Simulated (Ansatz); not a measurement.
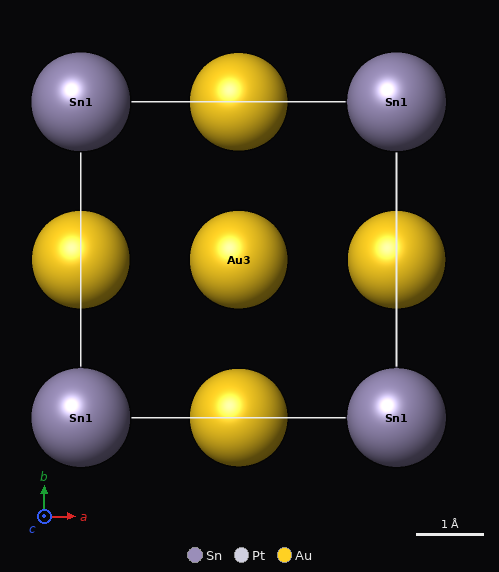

Starting structure of crystalline SnPtAu3 (a generated structure, set up in Pm-3m) (coarse preliminary run). Style: spheres-only. Shown: the cell of the calculation, along the c axis.

The calculation used DFT PBE, scalar-relativistic, plane waves, PAW (Ansatz).

Input file:
```yaml
crystal:
  lattice:
    - [4.76082022, 0.0, 0.0]
    - [0.0, 4.76082022, 0.0]
    - [0.0, 0.0, 4.76082022]
  atoms:
    - { symbol: Sn, position: [0.0, 0.0, 0.0] }
    - { symbol: Pt, position: [0.5, 0.5, 0.5] }
    - { symbol: Au, position: [0.5, 0.5, 0.0] }
    - { symbol: Au, position: [0.0, 0.5, 0.5] }
    - { symbol: Au, position: [0.5, 0.0, 0.5] }
basis:
  ecutwfc: 420
kpoints:
  mp_grid: { grid: [4, 4, 4] }
hamiltonian:
  xc: pbe
scf:
  occupations: { method: gaussian, width: 0.1 }
  lower_state_search: "off"
output:
  forces: true
  stress: true
  eigenvalues: true
relax:
  adjacent_minimum: "off"
  f_tol: 0.04
  max_steps: 70
  cell: { stress_tol: 0.4 }
```

Command:
```bash
ansatz run input.yaml --threads 1 --pin off --max-ram 2048MiB --backend cpu --events-out ev --progress --plain --runs-dir out
```

Predict the outcome.

Over 3 accepted moves (4 points after the start) the energy falls by 296 meV per atom. All forces vanish by symmetry, so only the cell relaxes. Pressure: 24.43 GPa at the start and −0.02 GPa at the end. At 1 point the geometry stayed and the basis and grid were re-selected for the new cell (energy shift of 1.5 meV per atom at most each time). No atom moves by more than 0.005 Å relative to the cell. The drawn cell changes as follows: a = b = c 4.761 → 5.087 Å (+6.9 %); the volume changes by +22.0 %. Among the contacts that change: Sn1–Au3 3.366 → 3.597 Å, Pt2–Au3 2.380 → 2.544 Å. The space group stays Pm-3m (No. 221). The run took 20 s on 1 thread of Arm Neoverse V1, on a shared host, peak memory 0.42 GiB.

The structure at the end:

```
Sn Pt Au
1.0
     5.08724    0.00000    0.00000
     0.00000    5.08724    0.00000
     0.00000    0.00000    5.08724
Sn Pt Au
1 1 3
Direct
  0.00000 0.00000 0.00000
  0.50000 0.50000 0.50000
  0.50000 0.50000 0.00000
  0.00000 0.50000 0.50000
  0.50000 0.00000 0.50000
```

The end point in the same view:

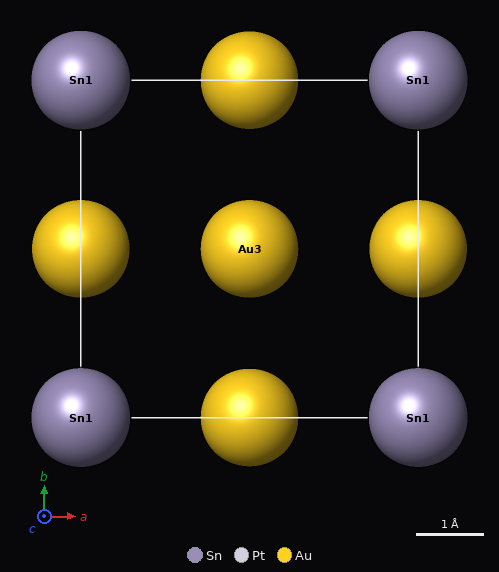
